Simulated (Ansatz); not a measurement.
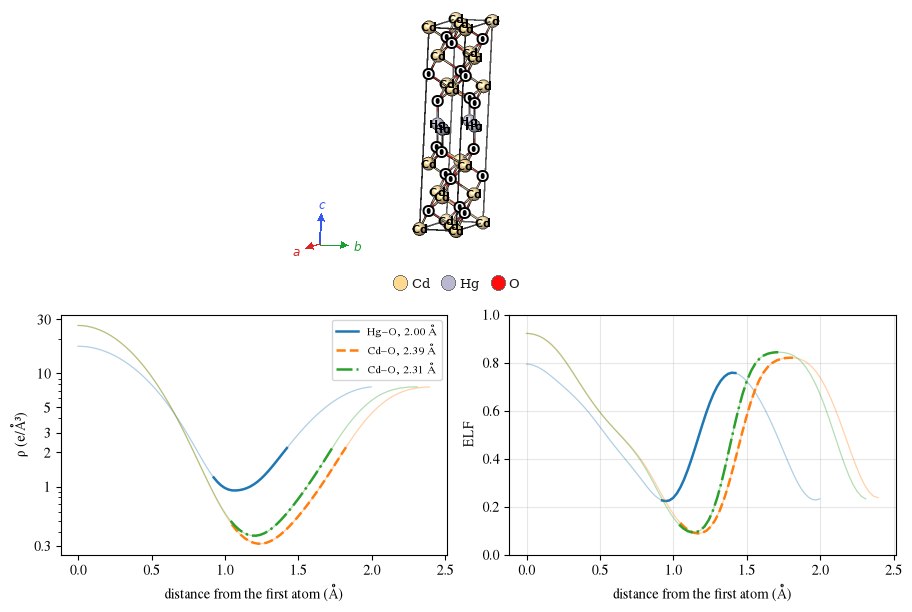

Figure. Cd5HgO6. Valence pseudo-density and ELF along straight lines between neighbouring atoms. Thin, pale parts lie inside the atomic spheres. The structure is drawn too.

Space group C2/m; a structure generated by program, which may or may not match a known phase; computed pressure about −5 GPa in this cell.

These are results of DFT r2SCAN, scalar-relativistic, plane waves, PAW in Ansatz, not measurements.

In a PAW calculation such maps are meaningful between the atoms, not at the nuclei.

Compare the contacts.

Answer. Hg–O (2.00 Å): ρ is about 0.97 e/Å³ halfway; the ELF peaks at about 0.75 in the valence shell of O, 0.6 Å from its nucleus, and is about 0.25 at the midpoint (no shared electron pair shows on this line).
Cd–O (2.39 Å): ρ at the midpoint is about 0.32 e/Å³; the ELF is about 0.10 at the midpoint; no shared electron pair shows on this line.
Cd–O (2.31 Å): ρ at the midpoint is about 0.38 e/Å³; the ELF peaks at about 0.85 in the valence shell of O, 0.6 Å from its nucleus, and drops to about 0.10 between the two atoms: no localised pair shows between them.
